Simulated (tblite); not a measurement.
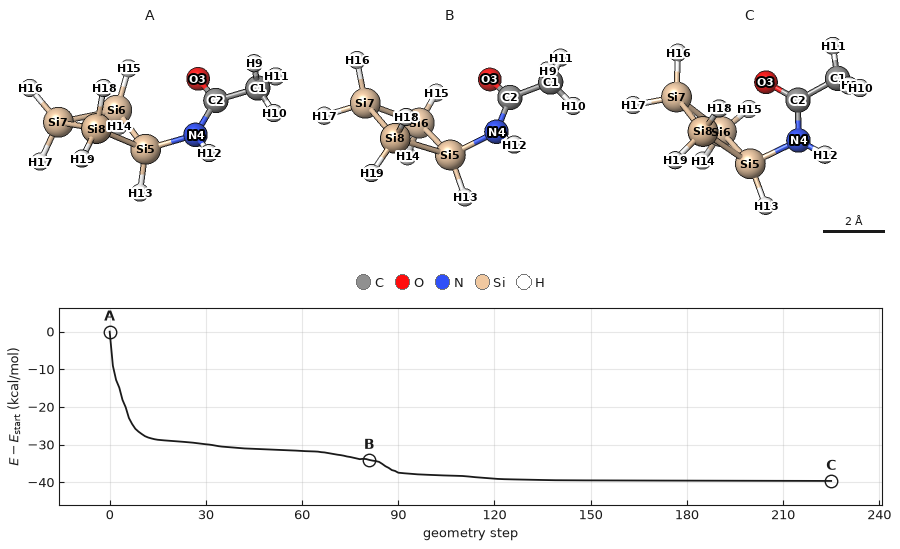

Frames of a relaxation of C$_{2}$H$_{11}$NOSi$_{4}$, marked on the history of the run. A ball-and-stick model, seen from a free direction.

These are results of GFN2-xTB geometry optimisation, gas phase in tblite 0.8.0, not measurements. 

### Describe the path.

Over 225 geometry steps the energy falls by 39.6 kcal/mol. The largest move after the best rigid fit is that of H15, 2.04 Å. By element the largest moves are H 2.04 Å, O 1.46 Å, Si 1.02 Å, C 0.75 Å, N 0.31 Å. Near-neighbour distances that change, for instance: O3–Si5 3.043 → 2.743 Å, Si5–Si6 2.229 → 2.363 Å, Si5–Si8 2.236 → 2.364 Å, C2–N4 1.427 → 1.332 Å. Bond angles that change, for instance: N4–Si5–H13 115.8° → 95.1°, Si8–Si5–H13 109.4° → 127.6°, Si6–Si5–H13 111.3° → 127.8°. Groups turn about N4–Si5 by about 50°, C1–C2 by about 35°, Si6–Si7 by about 35°. From step 0 to 81: H atoms move most (1.61 Å), energy −34.1 kcal/mol. From step 81 to 225: O and H atoms move most (1.23 Å), energy −5.57 kcal/mol.

```json
{"step": "0", "E − E(0), kcal/mol": "0.00"}
{"step": "1", "E − E(0), kcal/mol": "-9.06"}
{"step": "2", "E − E(0), kcal/mol": "-12.82"}
{"step": "3", "E − E(0), kcal/mol": "-14.87"}
{"step": "4", "E − E(0), kcal/mol": "-18.11"}
{"step": "5", "E − E(0), kcal/mol": "-20.09"}
{"step": "6", "E − E(0), kcal/mol": "-22.92"}
{"step": "7", "E − E(0), kcal/mol": "-24.52"}
{"step": "8", "E − E(0), kcal/mol": "-25.78"}
{"step": "9", "E − E(0), kcal/mol": "-26.55"}
{"step": "10", "E − E(0), kcal/mol": "-27.17"}
{"step": "21", "E − E(0), kcal/mol": "-29.11"}
{"step": "33", "E − E(0), kcal/mol": "-30.26"}
{"step": "44", "E − E(0), kcal/mol": "-31.07"}
{"step": "55", "E − E(0), kcal/mol": "-31.49"}
{"step": "67", "E − E(0), kcal/mol": "-32.06"}
{"step": "78", "E − E(0), kcal/mol": "-33.85"}
{"step": "89", "E − E(0), kcal/mol": "-36.98"}
{"step": "101", "E − E(0), kcal/mol": "-38.05"}
{"step": "112", "E − E(0), kcal/mol": "-38.46"}
{"step": "123", "E − E(0), kcal/mol": "-39.16"}
{"step": "134", "E − E(0), kcal/mol": "-39.36"}
{"step": "146", "E − E(0), kcal/mol": "-39.48"}
{"step": "157", "E − E(0), kcal/mol": "-39.49"}
{"step": "168", "E − E(0), kcal/mol": "-39.52"}
{"step": "180", "E − E(0), kcal/mol": "-39.55"}
{"step": "191", "E − E(0), kcal/mol": "-39.56"}
{"step": "202", "E − E(0), kcal/mol": "-39.57"}
{"step": "214", "E − E(0), kcal/mol": "-39.62"}
{"step": "225", "E − E(0), kcal/mol": "-39.63"}
```
